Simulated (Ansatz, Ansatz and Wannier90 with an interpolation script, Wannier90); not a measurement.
# From a coarse GW mesh to bands everywhere: SrTiO3 (Tausonite), part 3 of 3

Wanted: quasiparticle gap and band widths of SrTiO3 (Tausonite) over the whole zone.

Ansatz 0.2.0; LDA, Wannier functions and G0W0, plane waves, PAW. Known limits of the many-body steps: not at the basis limit; no spin-orbit coupling; coarse k mesh.

So far. Step 2 (LDA bands): The gap is indirect, with the least direct gap 0.35 eV higher. Step 4 (Wannier functions by Wannier90 (O:2p Ti:3d) on 8×8×8): Near the gap the model misses directly solved bands by 0.2 meV r.m.s. and by 1 meV at most in the window tested. This tests the starting bands, not the corrections carried with them.

### 5. G0W0 at every point of the mesh: 4×4×4 mesh, 248 empty bands, screening to 150 eV

G0W0 replaces the xc potential by the self-energy, built once from these orbitals. Only a window of levels is corrected, while the sums run over the empty bands that the input names.

This step: G0W0 on LDA, plane waves, PAW.

Input file input.yaml:

```yaml
crystal:
  lattice:
    - [3.90528, 0.0, 0.0]
    - [0.0, 3.90528, 0.0]
    - [0.0, 0.0, 3.90528]
  atoms:
    - { symbol: Sr, position: [0.5, 0.5, 0.5] }
    - { symbol: Ti, position: [0.0, 0.0, 0.0] }
    - { symbol: O, position: [0.5, 0.0, 0.0] }
    - { symbol: O, position: [0.0, 0.5, 0.0] }
    - { symbol: O, position: [0.0, 0.0, 0.5] }
kpoints:
  mp_grid: { grid: [4, 4, 4] }
hamiltonian:
  xc: lda
scf:
  occupations: { method: fixed }
gw:
  n_empty_bands: 248
  ecut_chi: 150.0
  qp_bands: [v9, c3]
  screening: { model: contour_deformation }
```

Command:

```bash
> ansatz run input.yaml --threads 8 --pin off --max-ram 18432MiB --backend cpu --events-out ev --progress --plain --runs-dir out
```

Numbers of over 12 decimals in the logs are rounded to 6 here.

What it wrote:

```text
[...]
Crystal: 5 atoms, lattice volume = 59.560 Å³
Basis set: ecut = 420 eV, 1189 PW (Γ)
Bands: 25, of which v1, the nominal top of the filled ones, is band 20 counted from 1 (19 counted from 0)
Symmetry: 48 space group operations
[...]
k-points: 10 of 64
[...]
SCF iter   1: F=—  HF=-7569.392826 eV  |F-HF|=—  |Δ(HF+E_count)|=         —  Δρ=1.85e-2  dr2=1.90e-1  ethr=1.77e-3  ⟨swp⟩=4.4  Hψ=1070  notcnv=0  defer=21
[...]
SCF iter   7: F=-7569.352221 eV  HF=-7569.352221 eV  |F-HF|=5.21e-9  |Δ(HF+E_count)|=   6.19e-8  Δρ=4.38e-6  dr2=1.64e-8  ethr=2.50e-10  ⟨swp⟩=9.6  Hψ=1102  notcnv=0
SCF 1 converged in 7 iterations: F = -7569.352221 eV  dr2 = 1.64e-8
[...]
G₀W₀ screening: q 1/10
[... further progress lines ...]
SCF converged after 7 iterations
Free energy (F): -7569.352221 eV
[...]
Internal energy: -7569.352221 eV  (E = F + TS)
E sigma→0 (E₀):  -7569.352221 eV
Fermi energy:    9.609713 eV
[...]
--- Band table (eV; the first three rows and the last of 10) ---
  k-point 0: bands = [... 16 lower, 8.4189, 9.2601, 9.2601, 9.2601, 11.3731, 11.3731, 11.3731, 13.9593, ... 1 higher]
  k-point 1: bands = [... 16 lower, 7.9206, 7.9634, 9.0128, 9.0128, 11.4569, 12.4677, 12.4677, 13.9729, ... 1 higher]
  k-point 2: bands = [... 16 lower, 7.2125, 7.5806, 8.8774, 8.8774, 11.5451, 13.3550, 13.3550, 13.9795, ... 1 higher]
  k-point 9: bands = [... 16 lower, 5.8367, 9.6097, 9.6097, 9.6097, 14.0432, 14.0432, 14.0432, 16.4933, ... 1 higher]
--- G₀W₀: contour deformation, 7 samples at zero and on the imaginary axis and 2 off it, 64 q-points, 248 empty bands' worth ---
  eigenvalues of the whole cell's RPA ε∞ on this k-mesh (on a slab, of 1 + 4πα/V) = 6.8222, 6.8222, 6.8222; static W/v taken at q = 0 is 0.146581
  bands read: the sum over 268 bands ends inside a degenerate multiplet in 2 slots, whose members it reads at an even weight; the widest, k=9: bands 268 to 270 (counted from 1) at 1/3 each
  `?` marks the rows in doubt; gw_qp.tsv's column doubts and the gw_qp event give each row's grounds
    ik  band        ε_KS         Σx   Σc(E_QP)       V_xc       Z   E_QP_lin       E_QP  E_QP is
     0    12      6.7709   -25.2770     5.1169   -19.7401  0.6799     6.3426     6.3510  root
     0    13      6.7709   -25.2770     5.1169   -19.7401  0.6799     6.3426     6.3510  root
     0    14      6.7709   -25.2770     5.1169   -19.7401  0.6799     6.3426     6.3510  root
     0    15      8.4189   -24.8498     4.6838   -19.8217  0.7025     8.0713     8.0746  root
     0    16      8.4189   -24.8498     4.6838   -19.8217  0.7025     8.0713     8.0746  root
     0    17      8.4189   -24.8498     4.6838   -19.8217  0.7025     8.0713     8.0746  root
     0    18      9.2601   -26.3318     4.4009   -21.6494  0.7236     8.9769     8.9785  root
     0    19      9.2601   -26.3318     4.4009   -21.6494  0.7236     8.9769     8.9785  root
     0    20      9.2601   -26.3318     4.4009   -21.6494  0.7236     8.9769     8.9785  root
     0    21     11.3731   -12.5919    -6.6187   -20.6228  0.7376    12.8341    12.7852  root
     0    22     11.3731   -12.5919    -6.6187   -20.6228  0.7376    12.8341    12.7852  root
     0    23     11.3731   -12.5919    -6.6187   -20.6228  0.7376    12.8341    12.7852  root
     1    12      6.0436   -25.3186     5.0562   -19.9581  0.6646     5.7351     5.7393  root
     1    13      6.7340   -24.8971     5.0647   -19.4342  0.6764     6.3289     6.3359  root
[...]
4    13      5.5484   -22.6556     5.1434   -17.3462  0.5959     5.3849     5.3825  root ?
[...]
7    13      5.6030   -22.8152     5.1098   -17.5383  0.5950     5.4381     5.4359  root ?
[...]
9    19      9.6097   -25.9780     4.5716   -21.1233  0.7152     9.3249     9.3266  root
     9    20      9.6097   -25.9780     4.5716   -21.1233  0.7152     9.3249     9.3266  root
     9    21     14.0432   -14.4939    -8.2124   -24.0835  0.6654    15.5042    15.4204  root
     9    22     14.0432   -14.4939    -8.2124   -24.0835  0.6654    15.5042    15.4204  root
     9    23     14.0432   -14.4939    -8.2124   -24.0835  0.6654    15.5042    15.4204  root
```

Elapsed: 35 s, on 8 threads of Arm Neoverse V1, shared host; peak memory 1.1 GiB; 4.3 min of CPU time.

Numbers from this step:

| Property | Result |
| --- | --- |
| bands summed | 268 |
| RPA ε∞ on this mesh (eigenvalues) | 6.822, 6.822, 6.822 |
| plane waves in the screening matrix | 251 |
| q-points in the mesh | 64 |
| G0W0 gap on the mesh | 3.459 eV |
| k of the valence top | -0.5, -0.5, -0.5 |
| k of the conduction bottom | 0, 0, 0 |
| starting gap on the mesh | 1.763 eV |
| Z at the valence top | 0.7152 |
| Z at the conduction bottom | 0.7376 |
| least direct G0W0 gap on the computed points | 3.807 eV |

The gap on the mesh goes from 1.76 eV to 3.46 eV, a correction of +1.70 eV. Between the two edge states, bare exchange in place of the xc potential would open the gap by 12.89 eV, and correlation takes back 11.19 eV.

### 6. Interpolating the corrections

A script adds the corrections, carried to the Wannier functions and back, to the LDA levels, along the path and on a 13×13×13 mesh.

| Item | Value |
| --- | --- |
| G0W0 gap over the zone | 3.458 eV |
| valence top at | R |
| conduction bottom at | Γ |
| starting gap over the zone | 1.763 eV |
| least direct G0W0 gap | 3.806 eV |
| G0W0 gap on the mesh | 3.459 eV |
| valence width, start | 4.734 eV |
| valence width, G0W0 | 4.808 eV |
| gap by a rigid shift | 3.458 eV |

Levels solved directly plus the interpolated quasiparticle correction. Limits: finite bands, cutoff and mesh; no spin-orbit coupling; coarse k mesh. The quasiparticle bands at the labelled points (eV, zero at the valence-band top of each set):

```
    point  band 17  band 18  band 19  band 20  band 21
        Γ    -1.25    -0.35    -0.35    -0.35     3.46
        X    -2.35    -2.11    -0.76    -0.76     3.66
        M    -1.84    -1.68    -1.68    -0.09     5.42
        Γ    -1.25    -0.35    -0.35    -0.35     3.46
        R    -3.71     0.00     0.00     0.00     6.09
        X    -2.35    -2.11    -0.76    -0.76     3.66
jump to R    -3.71     0.00     0.00     0.00     6.09
        M    -1.84    -1.68    -1.68    -0.09     5.42
```

The same for LDA:

```
point  band 17  band 18  band 19  band 20  band 21
    Γ    -1.19    -0.35    -0.35    -0.35     1.76
    X    -2.40    -2.03    -0.73    -0.73     1.94
    M    -1.73    -1.58    -1.58    -0.09     3.75
    Γ    -1.19    -0.35    -0.35    -0.35     1.76
    R    -3.77     0.00     0.00     0.00     4.43
    X    -2.40    -2.03    -0.73    -0.73     1.94
    R    -3.77     0.00     0.00     0.00     4.43
    M    -1.73    -1.58    -1.58    -0.09     3.75
```

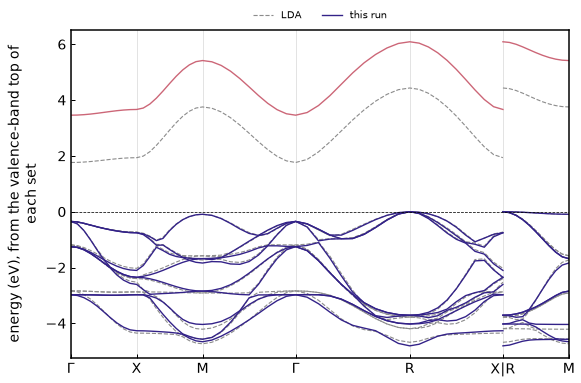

Quasiparticle bands along the path; lines of filled and empty bands in two colours; dashed: LDA.

Minima of the lowest conduction band, from levels solved directly at the displaced points, plus the interpolated correction; masses are left empty at degenerate points, on flat bands and where the interpolated correction rules the curvature; G0W0 masses are rough. Conduction valleys, by row:

```
point  k (reciprocal lattice)  valleys in the zone  G0W0 level above the valence top (eV)  LDA level above the valence top (eV)  G0W0 principal masses (m_e)  LDA principal masses (m_e)
    Γ       0.000 0.000 0.000                    1                                  3.458                                 1.763                            -                           -
```

Second differences of levels solved directly at the displaced points, plus the interpolated correction, at the quasiparticle band edges; no spin-orbit coupling; left empty where the band is flat or the interpolated correction rules the curvature. Effective masses, by row:

```
 carrier  point  Cartesian direction  band  LDA mass (m_e)  G0W0 mass (m_e)
    hole      R                  100    19            0.81             0.77
    hole      R                  100    18            0.81             0.77
    hole      R                  010    19            0.81             0.77
    hole      R                  010    18            0.81             0.77
    hole      R                  001    19            0.81             0.77
    hole      R                  001    18            0.81             0.77
    hole      R                  110    20           2.923            2.944
    hole      R                  110    19           1.021            0.956
    hole      R                  110    18             0.8            0.761
    hole      R                  111    20           2.243            2.259
    hole      R                  111    19           0.941            0.886
    hole      R                  111    18           0.941            0.886
electron      Γ                  100    21           6.069            5.106
electron      Γ                  100    22           0.367            0.423
electron      Γ                  100    23           0.367            0.423
electron      Γ                  010    21           6.069            5.106
electron      Γ                  010    22           0.367            0.423
electron      Γ                  010    23           0.367            0.423
electron      Γ                  001    21           6.069            5.106
electron      Γ                  001    22           0.367            0.423
electron      Γ                  001    23           0.367            0.423
electron      Γ                  110    21           0.822            0.955
electron      Γ                  110    22           0.598            0.662
electron      Γ                  110    23           0.367            0.423
electron      Γ                  111    21           0.637            0.751
electron      Γ                  111    22           0.494            0.557
electron      Γ                  111    23           0.494            0.557
```

The density of states has structure finer than the step of the table below, so its rows give means over 0.5 eV, whole bins alone (the curve runs from -6 to 5.9 eV). Peaks (eV: height): G0W0 -3.00: 8.67, -1.20: 5.72, 5.40: 5.63; LDA -4.30: 4.68, -2.90: 8.20, -1.10: 6.21, 3.70: 5.67.

Wannier model on a dense mesh, Gaussian width 0.15 eV. Limits: finite bands, cutoff and mesh; no spin-orbit coupling; coarse k mesh. The density of states by energy, zero at the valence-band top of each set; means over each step; values in states/eV/cell:

```
energy (eV)     G0W0      LDA
       -5.5        0        0
       -5.0   0.0389   0.0426
       -4.5     2.12     2.70
       -4.0     4.39     4.22
       -3.5     4.80     4.50
       -3.0     6.68     6.53
       -2.5     2.43     2.41
       -2.0     2.69     2.40
       -1.5     3.74     3.72
       -1.0     5.39     5.56
       -0.5     2.90     3.05
        0.0    0.834    0.871
        0.5  0.00156  0.00161
        1.0        0        0
        1.5        0   0.0298
        2.0        0    0.699
        2.5        0     1.31
        3.0  0.00124     2.05
        3.5    0.379     4.00
        4.0     1.19     3.49
        4.5     1.74     1.05
        5.0     3.05     1.11
        5.5     4.48     1.14
```

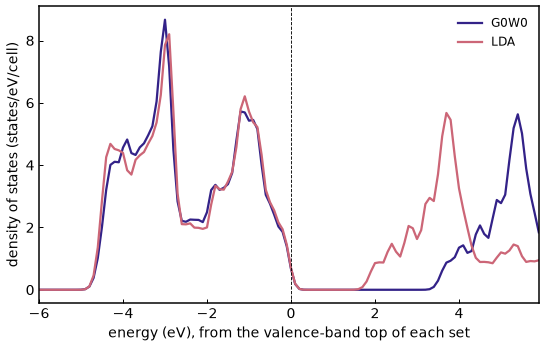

Density of states against energy.

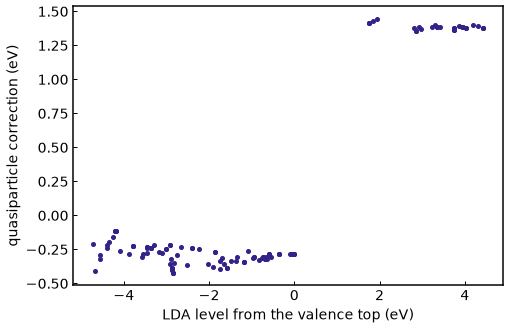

The correction of every computed level, on the run's own energy scale, against its starting energy.

### 7. LDA+SOC bands, for comparison

The many-body steps leave out spin-orbit coupling, so its effect is taken from a two-component run, with twice the bands.

This step: DFT, LDA with spin-orbit coupling, plane waves, PAW.

input.yaml, the sections that differ from step 5:

```yaml
kpoints:
  mp_grid: { grid: [4, 4, 4] }
  band_path:
    path:
      - [[0.0, 0.0, 0.0], [0.0, 0.5, 0.0], [0.5, 0.5, 0.0], [0.0, 0.0, 0.0], [0.5, 0.5, 0.5], [0.0, 0.5, 0.0]]
      - [[0.5, 0.5, 0.5], [0.5, 0.5, 0.0]]
    npoints: 10
scf:
  occupations: { method: fermi_dirac, width: 0.02 }
  n_extra_bands: 10
magnetization:
  noncollinear: true
  spin_orbit: true
output:
  eigenvalues: true
# crystal, hamiltonian: as in step 5
# gw: removed
```

What it wrote:

```text
[...]
non-collinear run that drives no moment, with spin-orbit: no starting moment large enough to seed its density (crystal.atoms[].spin), no starting occupations that ask for one, no magnetisation constraint and no magnetic field, so the semilocal B_xc is pinned to zero
Crystal: 5 atoms, lattice volume = 59.560 Å³
Basis set: ecut = 420 eV, 1189 PW (Γ)
Bands: 50, of which v1, the nominal top of the filled ones, is band 40 counted from 1 (39 counted from 0)
Symmetry: 48 space group operations + 48 with time reversal
[...]
k-points: 10 of 64
Projection manifold: j_resolved (fully-relativistic pseudo-atomic orbitals)
[...]
SCF iter   1: F=—  HF=-7570.387715 eV  |F-HF|=—  |Δ(HF+E_count)|=         —  Δρ=5.30e-2  dr2=1.39e0  dr2_m=0.00e0 (ungated)  ethr=3.10e-3  |M|=0.00e0 ∫|m|=0.00e0 μB  |m|>n=0.0e0 m-floor=0.0e0 τ_xc=0.0e0  β_m=0.30  ⟨swp⟩=11.2  Hψ=1402  notcnv=0
[...]
spin=Noncollinear: Resta preconditioning applied to the charge; magnetization (m_x, m_y, m_z) channels mix plain (no charge-response kernel on spin).
SCF iter   2: F=—  HF=-7570.189672 eV  |F-HF|=—  |Δ(HF+E_count)|=   1.98e-1  Δρ=3.62e-2  dr2=6.87e-1  dr2_m=0.00e0 (ungated)  ethr=3.10e-3  |M|=0.00e0 ∫|m|=0.00e0 μB  |m|>n=0.0e0 m-floor=0.0e0 τ_xc=0.0e0  β_m=0.62  ⟨swp⟩=2.1  Hψ=325  notcnv=0  defer=34
[...]
SCF iter   9: F=-7570.010582 eV  HF=-7570.010582 eV  |F-HF|=1.74e-9  |Δ(HF+E_count)|=   7.19e-8  Δρ=1.96e-6  dr2=2.57e-9  dr2_m=0.00e0 (ungated)  ethr=2.50e-10  |M|=0.00e0 ∫|m|=0.00e0 μB  |m|>n=0.0e0 m-floor=0.0e0 τ_xc=0.0e0  ⟨swp⟩=11.5  Hψ=928  notcnv=0
SCF 1 converged in 9 iterations: F = -7570.010582 eV  dr2 = 2.57e-9
[...]
SCF converged after 9 iterations
Magnetization: |M| = 0.0000 μB,  M = (+0.0000, +0.0000, +0.0000) μB
Absolute magnetization: 0.0000 μB (∫|m|)
  site 0: m = (+0.0000, +0.0000, +0.0000) μB, |m| = 0.0000 μB  (R = 1.14 Å)
  site 1: m = (+0.0000, +0.0000, +0.0000) μB, |m| = 0.0000 μB  (R = 0.81 Å)
  site 2: m = (+0.0000, +0.0000, +0.0000) μB, |m| = 0.0000 μB  (R = 0.81 Å)
  site 3: m = (+0.0000, +0.0000, +0.0000) μB, |m| = 0.0000 μB  (R = 0.81 Å)
  site 4: m = (+0.0000, +0.0000, +0.0000) μB, |m| = 0.0000 μB  (R = 0.81 Å)
Free energy (F): -7570.010582 eV
[...]
Internal energy: -7570.010582 eV  (E = F + TS)
E sigma→0 (E₀):  -7570.010582 eV
Fermi energy:    10.491964 eV
[...]
--- Band table (eV; the first three rows and the last of 10) ---
  k-point 0: bands = [... 36 lower, 9.2822, 9.2822, 9.2822, 9.2822, 11.3636, 11.3636, 11.3636, 11.3636, ... 6 higher]
  k-point 1: bands = [... 36 lower, 8.9926, 8.9926, 9.0334, 9.0334, 11.4567, 11.4567, 12.4567, 12.4567, ... 6 higher]
  k-point 2: bands = [... 36 lower, 8.8587, 8.8587, 8.8961, 8.8961, 11.5450, 11.5450, 13.3422, 13.3422, ... 6 higher]
  k-point 9: bands = [... 36 lower, 9.6160, 9.6160, 9.6160, 9.6160, 14.0342, 14.0342, 14.0342, 14.0342, ... 6 higher]
```

Run time: 5.8 s. Hardware: 8 threads; peak memory 0.71 GiB.

Numbers from this step:

```yaml
filled_bands: 40
gap: 1.748 eV
valence_top_at: R
conduction_bottom_at: Γ
least_direct_gap: 2.081 eV
```

The gap stands −0.02 eV against LDA.

The electronic bands at the labelled points (eV, zero at the top of the highest nominally filled band):

```
    point  band 37  band 38  band 39  band 40  band 41  band 42  band 43  band 44
        Γ    -0.33    -0.33    -0.33    -0.33     1.75     1.75     1.75     1.75
        X    -0.76    -0.76    -0.72    -0.72     1.93     1.93     3.73     3.73
        M    -1.57    -1.57    -0.10    -0.10     3.74     3.74     3.76     3.76
        Γ    -0.33    -0.33    -0.33    -0.33     1.75     1.75     1.75     1.75
        R     0.00     0.00     0.00     0.00     4.42     4.42     4.42     4.42
        X    -0.76    -0.76    -0.72    -0.72     1.93     1.93     3.73     3.73
jump to R     0.00     0.00     0.00     0.00     4.42     4.42     4.42     4.42
        M    -1.57    -1.57    -0.10    -0.10     3.74     3.74     3.76     3.76
```

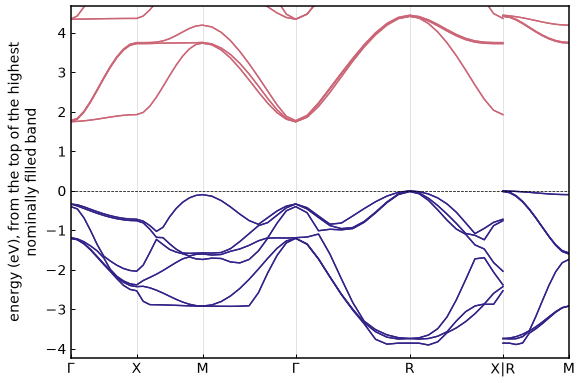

Electronic bands along the path; lines of filled and empty bands in two colours.

### 8. Results

```json
{"LDA gap": "1.76 eV", "G0W0 gap over the zone": "3.46 eV, indirect", "least direct G0W0 gap, in the model": "3.81 eV", "with the spin-orbit change": "3.44 eV", "GW settings": "4×4×4 mesh, 248 empty bands, screening to 150 eV", "known limits": "not at the basis limit; no spin-orbit coupling; coarse k mesh"}
```

What this shows: The Wannier model follows the LDA bands to under 1 meV r.m.s. near the gap. The G0W0 gap over the zone is 3.46 eV, indirect, from R to Γ; on the mesh alone it is 3.46 eV, nearly the same. The valence width in the model goes from 4.73 eV to 4.81 eV. At the band edge the lightest electron mass is 0.37 m_e at the start and 0.42 m_e in G0W0; the G0W0 masses rest on corrections from the 4×4×4 mesh alone and are rough. LDA+SOC gives a gap of 1.75 eV on the same path, a spin-orbit change of −0.02 eV that would bring the G0W0 gap to 3.44 eV. Against experiment, by G0W0@LDA with the spin-orbit change: the direct gap of 3.77 eV lies +0.005 eV from the measured 3.77 eV (direct, 300 K, 2013). An exciton line or allowed optical edge lies below the quasiparticle gap by the binding energy; a forbidden edge can push the onset above it. The calculation has static nuclei and no excitons; a measured gap holds zero-point and thermal motion, which mostly lowers it. Bands and cutoff are finite, so the gap is not at the basis limit. The miss can reach some tenths of an eV and take either sign; the mesh is an error of its own. Above the frozen window of the model the interpolated levels need not meet the computed ones, even at points of the mesh. The 4×4×4 mesh is coarse for this cell (its supercell is 16 Å along the shortest edge). The RPA ε∞ on it, from the LDA start, is 6.82; such meshes misread the long-range screening, most where the gap is narrow. This is the ideal cubic cell; many perovskites, halides above all, are cubic only on average, and local tilts or off-centring can widen the gap.

[Paths, hosts, dates, memory and timing lines, banners, echoed tables and standing remarks are left out of the program output.]

[Logs are printed without paths, hosts, clocks, repeated set-up lines and the standing remarks that a program may print on its own settings, such as how far it seeks lower states.]

[Runs of the session that timed out or met a known fault of the program may be left out.]

[Hosts, paths, dates, database ids (printed as entryN), source tags and the programs' standing remarks are cut or masked in the printed files.]
